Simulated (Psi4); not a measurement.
# CH4GeS (SMILES C[S][GeH]): a chain of runs

Wanted: a series of 10 runs (PBE-D4/def2-SVP, PBE0-D4/def2-TZVP, PBE-D4/def2-TZVPP, r2SCAN-D4/def2-TZVPP, B3LYP-D4/def2-TZVPP, PBE0-D4/def2-TZVPP, wB97M-V/def2-TZVPP, CCSD(T)/def2-TZVPP, and more) of CH4GeS. 

The results are computed with Psi4 1.11.

**1. Starting point**

CH4GeS: 7 atoms, total charge 0, spin state singlet. SMILES: `C[S][GeH]`. The shape comes from GFN2-xTB, rattled, which is rough for such elements, and wasn't checked as a minimum. This is one conformer, not always the lowest. The run starts from this shape.

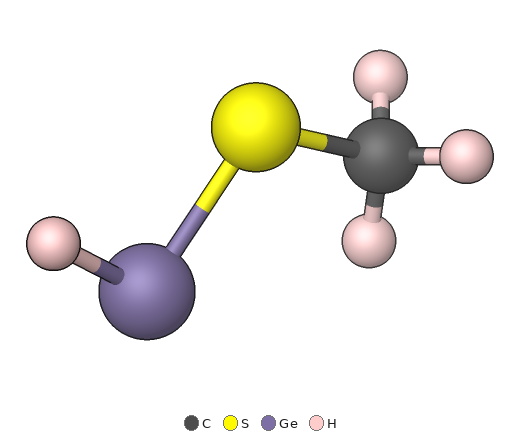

Viewed from a chosen angle; carbon dark grey, sulfur yellow, germanium purple, hydrogen pink.

**2. A geometry optimisation at PBE-D4/def2-SVP (density fitting) (run 1)**

File input.dat:

```
memory 3.3 GB

molecule geom {
  0 1
  C     -0.835737     0.734832    -0.258519
  S      0.413830     0.032189     0.946560
  Ge     1.324529    -1.519702    -0.258900
  H     -0.822158     0.218336    -1.199799
  H     -0.581039     1.780552    -0.397775
  H     -1.784694     0.671479     0.248221
  H      2.334661    -1.889124     0.980313
  symmetry c1
}

set basis def2-SVP
set reference rks
set scf_type df
set geom_maxiter 60
set max_force_g_convergence 0.0005

e, wfn = opt('pbe-d4', return_wfn=True)
```

The run is started by

```sh
psi4 -n 2 input.dat output.dat
```

output.dat:

```text
Psi4 1.11 release

gradient() will perform analytic gradient computation.

   => Loading Basis Set <=

    Name: DEF2-SVP
    Role: ORBITAL
    Keyword: BASIS

   => PBE-D4(BJ,EEQ)ATM: Empirical Dispersion <=

        a1 =       0.385750
        a2 =       4.806885
       alp =      16.000000
        s6 =       1.000000
        s8 =       0.959481
        s9 =       1.000000
        ga =       3.000000
        gc =       2.000000
        wf =       6.000000

         ---------------------------------------------------------
                                   SCF
                              RKS Reference
                        2 Threads,   3147 MiB Core
         ---------------------------------------------------------

  ==> Geometry <==

    Molecular point group: c1
    Full point group: C1

    Geometry (in Angstrom), charge = 0, multiplicity = 1:

       Center              X                  Y                   Z               Mass
    ------------   -----------------  -----------------  -----------------  -----------------
         C           -1.657991386748     1.568984541187    -0.321272031095    12.000000000000
         S           -0.408424386748     0.866341541187     0.883806968905    31.972071174400
         GE           0.502274613252    -0.685549458813    -0.321653031095    73.921177761000
         H           -1.644412386748     1.052488541187    -1.262552031095     1.007825032230
         H           -1.403293386748     2.614704541187    -0.460528031095     1.007825032230
         H           -2.606948386748     1.505631541187     0.185467968905     1.007825032230
         H            1.512406613252    -1.054971458813     0.917559968905     1.007825032230

  Running in c1 symmetry.

  Rotational constants: A =      0.50105  B =      0.09633  C =      0.08202 [cm^-1]
  Rotational constants: A =  15021.15893  B =   2887.80148  C =   2458.92068 [MHz]
  Nuclear repulsion =  234.098034014569919

  Charge       = 0
  Multiplicity = 1
  Electrons    = 58
  Nalpha       = 29
  Nbeta        = 29

  ==> Algorithm <==

  SCF Algorithm Type is DF.
  DIIS enabled.
  MOM disabled.
  Fractional occupation disabled.
  Guess Type is SAD.
  Energy threshold   = 1.00e-08
  Density threshold  = 1.00e-08
  Integral threshold = 1.00e-12

  ==> Primary Basis <==

  Basis Set: DEF2-SVP
    Blend: DEF2-SVP
    Number of shells: 38
    Number of basis functions: 84
    Number of Cartesian functions: 89
    Spherical Harmonics?: true
    Max angular momentum: 2

  ==> DFT Potential <==

   => LibXC <=

    Version 7.1.2

   => Composite Functional: PBE-D4BJEEQATM <=

    PBE GGA Exchange-Correlation Functional

    Deriv               =              1
    GGA                 =           TRUE
    Meta                =          FALSE

    Exchange Hybrid     =          FALSE
    MP2 Hybrid          =          FALSE

   => Exchange Functionals <=

    1.0000     XC_GGA_X_PBE

   => Correlation Functionals <=

    1.0000     XC_GGA_C_PBE

   => LibXC Density Thresholds  <==

    XC_GGA_C_PBE:  1.00E-12
    XC_GGA_X_PBE:  1.00E-15

   => Molecular Quadrature <=

    Radial Scheme          =       TREUTLER
    Pruning Scheme         =           NONE
    Nuclear Scheme         =       TREUTLER

    Blocking Scheme        =         OCTREE
    BS radius alpha        =              1
    Pruning alpha          =              1
    Radial Points          =             75
    Spherical Points       =            302
    Total Points           =         150901
    Total Blocks           =           1164
    Max Points             =            256
    Max Functions          =             82
    Weights Tolerance      =       1.00E-15

   => Loading Basis Set <=

    Name: (DEF2-SVP AUX)
    Role: JKFIT
    Keyword: DF_BASIS_SCF

  ==> Integral Setup <==

  DFHelper Memory: AOs need 0.032 GiB; user supplied 2.041 GiB.
  SCF_SUBTYPE=INCORE selected. In-core MEM_DF algorithm will be used.
  Using in-core AOs.

  ==> MemDFJK: Density-Fitted J/K Matrices <==

    J tasked:                   Yes
    K tasked:                    No
    wK tasked:                   No
    Memory [MiB]:              2090
    Algorithm:                 Core
    Schwarz Cutoff:           1E-12
    Mask sparsity (%):       3.3163
    Fitting Condition:        1E-10

   => Auxiliary Basis Set <=

  Basis Set: (DEF2-SVP AUX)
    Blend: DEF2-UNIVERSAL-JKFIT
    Number of shells: 147
    Number of basis functions: 541
    Number of Cartesian functions: 695
    Spherical Harmonics?: true
    Max angular momentum: 5

  Cached 100.0% of DFT collocation blocks in 0.264 [GiB].

  Minimum eigenvalue in the overlap matrix is 8.8800880451E-03.
  Reciprocal condition number of the overlap matrix is 1.7634075133E-03.
    Using symmetric orthogonalization.

  ==> Pre-Iterations <==

  SCF Guess: Superposition of Atomic Densities via on-the-fly atomic UHF (no occupation information).

   -------------------------
    Irrep   Nso     Nmo
   -------------------------
     A         84      84
   -------------------------
    Total      84      84
   -------------------------

  ==> Iterations <==

                           Total Energy        Delta E     RMS |[F,P]|

[... 2 lines left out ...]
   @DF-RKS iter   2: -2477.37967486717571    3.54922e+01   1.35798e-01 ADIIS
[... 3 lines left out ...]
   @DF-RKS iter   6: -2514.75032481785956   -7.63294e-02   3.29642e-04 DIIS/ADIIS
[... 3 lines left out ...]
   @DF-RKS iter  10: -2514.75105484280357   -1.49483e-06   2.59440e-06 DIIS
[... 3 lines left out ...]
   @DF-RKS iter  14: -2514.75105488488589   -3.18323e-12   2.78349e-09 DIIS
[... 37 lines left out ...]
    Nuclear Repulsion Energy =            234.0980340145699188
[... 3 lines left out ...]
    Empirical Dispersion Energy =          -0.0055841140392560
[... 17 lines left out ...]
 Dipole Y            :        -10.0021748           10.3096700            0.3074951
[... 130 lines left out ...]
	Measures of convergence in internal coordinates in au.
[... 150 lines left out ...]
                           Total Energy        Delta E     RMS |[F,P]|
[... 4 lines left out ...]
   @DF-RKS iter   3: -2514.75412547982887   -4.92377e-03   1.43420e-04 DIIS/ADIIS
[... 3 lines left out ...]
   @DF-RKS iter   7: -2514.75422741180182   -2.56323e-08   4.07364e-07 DIIS
[... 3 lines left out ...]
  Energy and wave function converged.
[... 17 lines left out ...]
    One-Electron Energy =               -3958.0110507356084781
[... 3 lines left out ...]
    VV10 Nonlocal Energy =                  0.0000000000000000
[... 17 lines left out ...]
 Dipole Z            :         -2.9525262            2.5856165           -0.3669096
[... 103 lines left out ...]
	   Step    Total Energy     Delta E     Max Force     RMS Force      Max Disp      RMS Disp
[... 110 lines left out ...]
   @DF-RKS iter   0: -2514.74393529016106   -2.51474e+03   1.51811e-03
[... 3 lines left out ...]
   @DF-RKS iter   4: -2514.75373940174995   -5.80217e-05   2.54517e-05 DIIS
[... 3 lines left out ...]
   @DF-RKS iter   8: -2514.75374298981706   -3.88354e-10   8.42351e-08 DIIS
[... 9 lines left out ...]
    Final Occupation by Irrep:
[... 11 lines left out ...]
    Two-Electron Energy =                1322.0863066458009598
[... 3 lines left out ...]
    Total Energy =                      -2514.7537429898529808
[... 61 lines left out ...]
    Weights Tolerance      =       1.00E-15
[... 60 lines left out ...]
	  Convergence Criteria              o    5.00e-04 *             o             o             o
[... 98 lines left out ...]
   @DF-RKS iter   1: -2514.75444214801155    2.09762e-03   1.41069e-04 DIIS/ADIIS
[... 3 lines left out ...]
   @DF-RKS iter   5: -2514.75460113470353   -9.98983e-07   5.36125e-06 DIIS
[... 3 lines left out ...]
   @DF-RKS iter   9: -2514.75460125808513   -6.82121e-12   1.03864e-08 DIIS
[... 14 lines left out ...]
  @DF-RKS Final Energy: -2514.75460125808513
[... 6 lines left out ...]
    DFT Exchange-Correlation Energy =    -110.9995083698291722
[... 17 lines left out ...]
 Dipole X            :          8.4897395           -8.8917970           -0.4020574
[... 98 lines left out ...]
	                                 ==> Convergence Check <==
[... 84 lines left out ...]
    Weights Tolerance      =       1.00E-15
[... 23 lines left out ...]
   @DF-RKS iter   2: -2514.75459956822760    5.72774e-06   3.48472e-05 DIIS
[... 3 lines left out ...]
   @DF-RKS iter   6: -2514.75460666434856   -4.89308e-10   7.71952e-08 DIIS
[... 29 lines left out ...]
    Final Occupation by Irrep:
[... 11 lines left out ...]
    Two-Electron Energy =                1322.3924280582973552
[... 3 lines left out ...]
    Total Energy =                      -2514.7546066643699305
[... 1 line left out ...]
Computation Completed

Properties will be evaluated at   0.000000,   0.000000,   0.000000 [a0]

Properties computed using the SCF density matrix

 Multipole Moments:

 ------------------------------------------------------------------------------------
     Multipole            Electronic (a.u.)      Nuclear  (a.u.)        Total (a.u.)
 ------------------------------------------------------------------------------------

 L = 1.  Multiply by 2.5417464519 to convert [e a0] to [Debye]
 Dipole X            :          8.4884078           -8.8929489           -0.4045411
 Dipole Y            :        -10.5224404           10.7394902            0.2170498
 Dipole Z            :         -2.9092579            2.5276176           -0.3816403
 Magnitude           :                                                    0.5970037

 ------------------------------------------------------------------------------------

	total time  =         20 seconds =       0.33 minutes

         ------------------------------------------------------------
                                   SCF GRAD
         ------------------------------------------------------------

  ==> Geometry <==

    Molecular point group: c1
    Full point group: C1

    Geometry (in Angstrom), charge = 0, multiplicity = 1:

       Center              X                  Y                   Z               Mass
    ------------   -----------------  -----------------  -----------------  -----------------
         C           -1.676985262223     1.613922232403    -0.276111363696    12.000000000000
         S           -0.420217837201     0.915641284637     0.866559088519    31.972071174400
         GE           0.513191408252    -0.716218286320    -0.322445853356    73.921177761000
         H           -1.675927628846     1.079964013211    -1.246785170460     1.007825032230
         H           -1.453905852970     2.685310267211    -0.443785298889     1.007825032230
         H           -2.676387952160     1.525245265367     0.192115692331     1.007825032230
         H            1.463547429677    -1.022234863700     0.946002487604     1.007825032230

  Nuclear repulsion =  230.110472943003998

   => Molecular Quadrature <=

    Radial Scheme          =       TREUTLER
    Pruning Scheme         =           NONE
    Nuclear Scheme         =       TREUTLER

    Blocking Scheme        =         OCTREE
    BS radius alpha        =              1
    Pruning alpha          =              1
    Radial Points          =             75
    Spherical Points       =            302
    Total Points           =         150931
    Total Blocks           =           1171
    Max Points             =            256
    Max Functions          =             82
    Weights Tolerance      =       1.00E-15

  -Total Gradient:
     Atom            X                  Y                   Z
    ------   -----------------  -----------------  -----------------
       1       -0.000168808311     0.000231148488    -0.000159086410
       2        0.000042283094     0.000075366860     0.000260769296
       3        0.000081335273    -0.000184855573    -0.000168621547
       4        0.000031108115    -0.000068483635     0.000042784014
       5        0.000013834358    -0.000063176483     0.000018414925
       6        0.000028297578    -0.000043975555    -0.000019712465
       7        0.000040136824    -0.000043336586    -0.000021614022

	total time  =          4 seconds =       0.07 minutes

    			-----------------------------------------

    			 OPTKING 3.0: for geometry optimizations

    			        with contributions from

    			-----------------------------------------

	                            ===> Fragment 1 <==

	 Z (Atomic Numbers)          Masses                          Geom
	       6.000000            12.000000         -3.16904286  3.04987101 -0.52177486
	      16.000000            31.972071         -0.79409663  1.73031126  1.63755935
	      32.000000            73.921178          0.96979121 -1.35345641 -0.60933435
	       1.000000             1.007825         -3.16704422  2.04083621 -2.35608251
	       1.000000             1.007825         -2.74748387  5.07450097 -0.83863267
	       1.000000             1.007825         -5.05764024  2.88229583  0.36304604
	       1.000000             1.007825          2.76570381 -1.93174393  1.78768562

	 - Coordinate -           - BOHR/RAD -       - ANG/DEG -
	 R(1,2)           =         3.470494           1.836507
	 R(1,4)           =         2.093523           1.107845
	 R(1,5)           =         2.092185           1.107137
[... 14 lines of this table left out ...]
	 D(3,2,1,6)       =         2.107550         120.753744

	        --- Internal Coordinate Step in ANG or DEG, aJ/ANG or AJ/DEG ---
	-------------------------------------------------------------------------------
	           Coordinate      Previous         Force          Change          New
	           ----------      --------        ------          ------        ------
	               R(1,2)       1.83651       -0.00169       -0.00084       1.83566
	               R(1,4)       1.10784        0.00008        0.00002       1.10787
	               R(1,5)       1.10714        0.00043        0.00012       1.10725
[... 14 lines of this table left out ...]
	           D(3,2,1,6)     120.75374        0.00000       -0.05886     120.69488
	-------------------------------------------------------------------------------

	                                 ==> Convergence Check <==

	Measures of convergence in internal coordinates in au.

	Criteria marked as inactive (o), active & met (*), and active & unmet ( ).

	----------------------------------------------------------------------------------------------
	   Step    Total Energy     Delta E     Max Force     RMS Force      Max Disp      RMS Disp
	----------------------------------------------------------------------------------------------
	  Convergence Criteria              o    5.00e-04 *             o             o             o
	----------------------------------------------------------------------------------------------
	     5   -2514.75460666   -5.41e-06 o    2.61e-04 *    9.31e-05 o    1.88e-03 o    9.85e-04 o  ~
	----------------------------------------------------------------------------------------------

Next Geometry in Ang
	Fragment 1 (Ang)

	    C  -1.6765463612   1.6134739588  -0.2760963599
	    S  -0.4194315120   0.9155775862   0.8650691056
	   Ge   0.5129757339  -0.7169955773  -0.3221835469
	    H  -1.6765359348   1.0812367278  -1.2477396843
	    H  -1.4542902272   2.6852658032  -0.4430429049
	    H  -2.6757282201   1.5244744750   0.1926702188
	    H   1.4628708260  -1.0214030609   0.9468727536

    Final optimized geometry and variables:
    Molecular point group: c1
    Full point group: C1

    Geometry (in Angstrom), charge = 0, multiplicity = 1:

    C           -1.676985262223     1.613922232403    -0.276111363696
    S           -0.420217837201     0.915641284637     0.866559088519
    GE           0.513191408252    -0.716218286320    -0.322445853356
    H           -1.675927628846     1.079964013211    -1.246785170460
    H           -1.453905852970     2.685310267211    -0.443785298889
    H           -2.676387952160     1.525245265367     0.192115692331
    H            1.463547429677    -1.022234863700     0.946002487604

    Psi4 run time: 0:04:21.85

[set-up sections that repeat, and orbital energies of the middle runs, are left out above]
```

Standard output:

```text
Optimizer: Optimization complete!
```

Run time: 4.4 min. Hardware: 2 threads of Intel Xeon at 2.50GHz (Skylake/Cascade Lake), shared host; peak memory 0.64 GiB.

Steps, from the record of the run:

| step | energy from the first frame kept (eV) | largest force (eV/Å) |
| --- | --- | --- |
| 0 | 0.0000 | 1.6760 |
| 1 | -0.0863 | 0.5079 |
| 2 | -0.0731 | 0.2469 |
| 3 | -0.0965 | 0.0387 |
| 4 | -0.0966 | 0.0168 |

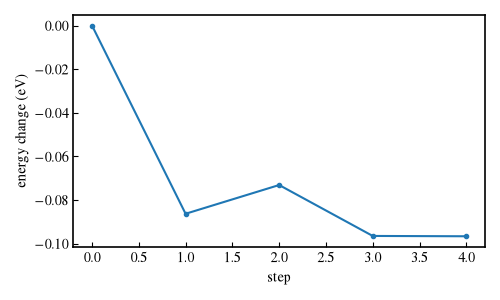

Energy along the run.

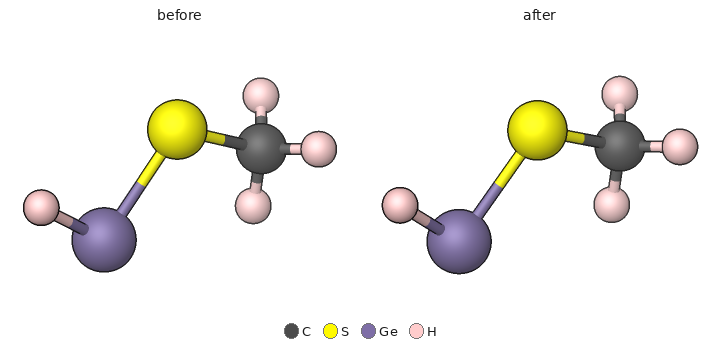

Before and after, at one scale.

After the run. Bond lengths: C1–S2 1.837 Å, S2–Ge3 2.224 Å, C1–H4 1.108 Å, C1–H5 1.107 Å, C1–H6 1.107 Å, Ge3–H7 1.614 Å. Angles: C1–S2–Ge3 103.5°, S2–C1–H4 111.2°, S2–C1–H5 108.9°, S2–C1–H6 108.9°, S2–Ge3–H7 88.1°, H4–C1–H5 109.5°, H4–C1–H6 109.4°, H5–C1–H6 108.9°.

(Part 1 of 2 ends here.)
